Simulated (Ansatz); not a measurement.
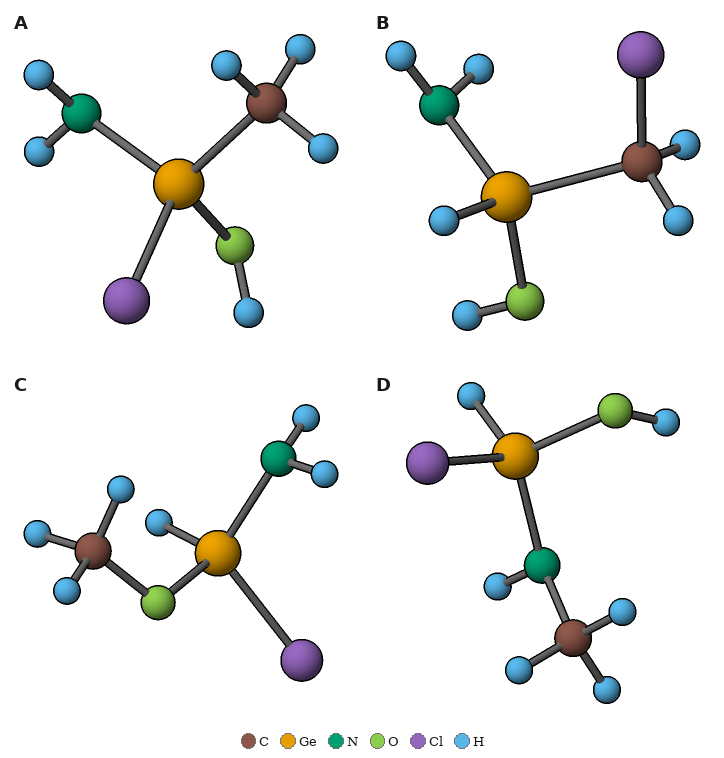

Simulated data, not a measurement (program: Ansatz).

### Which panel belongs to which SMILES?
(1) C[NH][Ge@H]([OH])[Cl]
(2) C[O][Ge@@H]([NH2])[Cl]
(3) [NH2][Ge@@H]([OH])[CH2]Cl
(4) [CH3][Ge@@]([NH2])([OH])[Cl]

A is (4), B is (3), C is (2), D is (1).
